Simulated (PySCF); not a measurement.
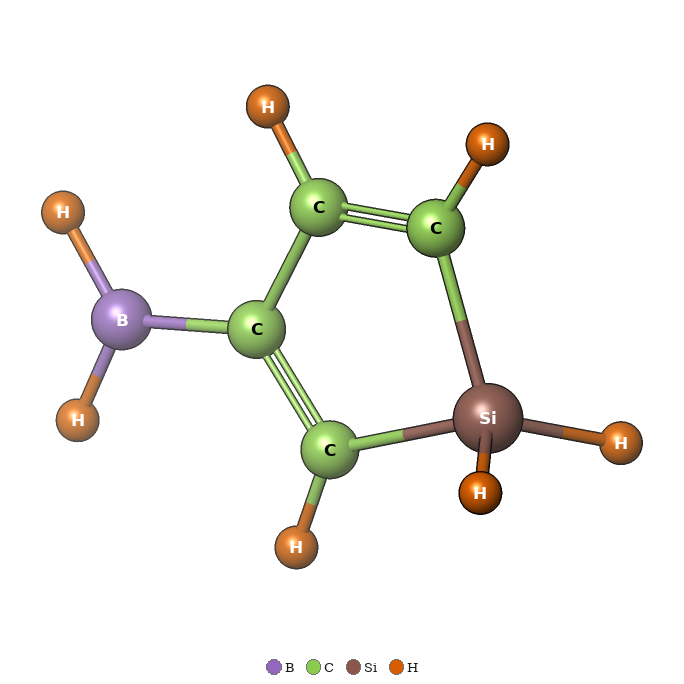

Atoms fade into the background with distance from the viewer. The computed structure is the end point of a GFN2-xTB optimisation. No frequency run is at hand to confirm it as a minimum.

> Which symmetry elements does this geometry have?

It has 1 mirror plane, so the point group is Cs. The group has 2 operations. The geometry is achiral, and symmetry allows a dipole moment.
